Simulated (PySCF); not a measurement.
# CH5BO: the cost of one run

Programs: PySCF 2.14.0, with density-fitted response routines of our own. Each step states its level of theory. These are calculated values for one molecule in the gas phase, unless marked as measured. Atoms are numbered from 0 throughout.

### Step 1. Starting geometry

8 atoms, charge 0, multiplicity 1; geometry from: PBE0-D3(BJ)/def2-SVP.

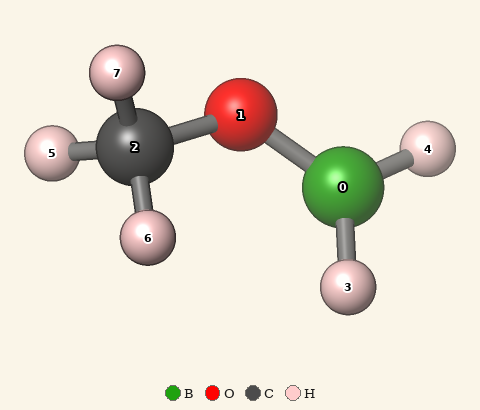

The starting geometry (boron green, oxygen red, carbon dark grey, hydrogen pink), atoms numbered; sticks join atoms by distance.

### Step 2. NMR shieldings: PBE0/pcSseg-2

Job settings and geometry (Å):

```
{"job": {"kind": "nmr", "xc": "PBE0", "basis": "pcSseg-2", "pop": false}, "charge": 0, "multiplicity": 1}
B      1.360200     0.054611     0.050210
O      0.180326     0.526814     0.470175
C     -1.055675     0.015364     0.039022
H      1.404335    -0.867472    -0.740956
H      2.350019     0.587417     0.493950
H     -1.624624     0.813758    -0.461477
H     -0.925643    -0.828671    -0.658370
H     -1.633110    -0.322052     0.913095
```

With the program's defaults for keys left out, this is: GIAO PBE0/pcSseg-2 NMR shielding, non-relativistic, gas phase.

The run is started by

```
> OMP_NUM_THREADS=1 python probes_run.py task.json out
```

One launch serves the whole session: the jobs run in the order shown.

Q: Estimate the wall time and peak memory of this first job on 1 thread of Arm Neoverse V1, shared host.

About 8.8 s, with a peak of 0.76 GiB.
